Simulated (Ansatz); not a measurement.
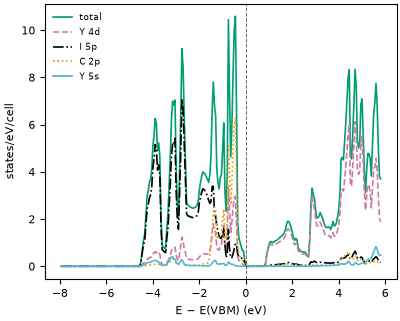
*Total and projected density of states of Y2CI2 in space group P-3m1 (No. 164; Y on 2d, C on 1a, I on 2d), r²SCAN+D4 in the plane-wave PAW code Ansatz*

Q: Which orbitals carry the states next to the gap?

A: Top 1 eV of the valence band: C 2p 52 %, Y 4d 29 %, I 5p 15 %. Bottom 1 eV of the conduction band: Y 4d 87 %, I 5p 7 %. Projections are on Löwdin-orthogonalised atomic valence shells; empty p or d shells of many metals are not among them.

Q: Where is the tallest occupied peak in this window, and what makes it?

A: Near -0.4 eV, about 11 states/eV per cell; the largest projected share is C 2p.

The first step of the workflow began from a Materials Project structure, measured or hypothetical; the Crystallography Open Database copy checked does not list it. Whether it is the stable phase at ambient conditions was not checked. The cell was relaxed with r²SCAN+D4 under the symmetry of its start; its stability against distortions is not shown here. The run is not spin-polarised. Scalar-relativistic: spin–orbit coupling is off unless named, which matters more the heavier the elements.

Potentials: the later of the program's two PAW sets.
